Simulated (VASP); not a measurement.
Input:

```
HfB
1.0
    4.05428     0.00000     0.00000
   -2.02714     3.51111     0.00000
    0.00000     0.00000     4.71076
Hf B
2 2
Direct
  0.33333   0.66667   0.93750
  0.66667   0.33333   0.43750
  0.33333   0.66667   0.43750
  0.66667   0.33333   0.93750
```

All values below come from PBEsol GGA, VASP's PBE PAW potentials (set 64) (plane waves; VASP 6.6.1). Run with 520 eV cut-off, 10×10×7 Γ-centred mesh, tetrahedra with Blöchl corrections, potentials Hf_pv B.

Unless said otherwise, spin-orbit coupling is left out, though it shifts the bands of the heavy elements here.

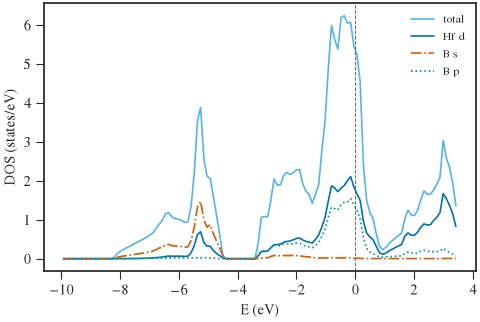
Figure. Total and projected density of states, zero at the Fermi level

Within 2 eV below the Fermi level the largest weight inside VASP's projection spheres is Hf d, then B p.

It has no gap at this level: it comes out as a metal or semimetal.

The structure was generated: HfB was put into the wurtzite type (P6_3mc), which need not be its known phase. It was relaxed first, which changed the volume by -37 %. The relaxed cell has space group P6_3/mmc.
